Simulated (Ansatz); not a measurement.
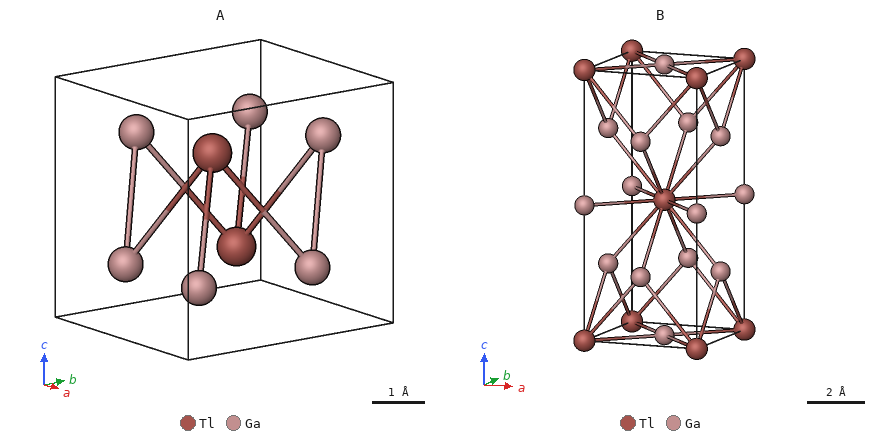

Two structures of TlGa$_{3}$, each relaxed to rest (conventional cells in solid outline, small ones repeated, not to one scale). Method: DFT PBE, scalar-relativistic, plane waves, PAW (Ansatz 0.2.0), without spin polarisation.

Characterise the two forms.

Answer. A: 8 atoms a cell on a primitive hexagonal lattice, P6_3/mmc. B: 8 atoms a cell on a body-centred tetragonal lattice, I4/mmm.

What is the energy order of the two?

Answer. A is lower, by 25 meV/atom at this level of theory (energies at zero smearing). Volumes: A 22.9, B 22.3 Å³/atom.

One or both may be structure types tried for this composition rather than known phases.
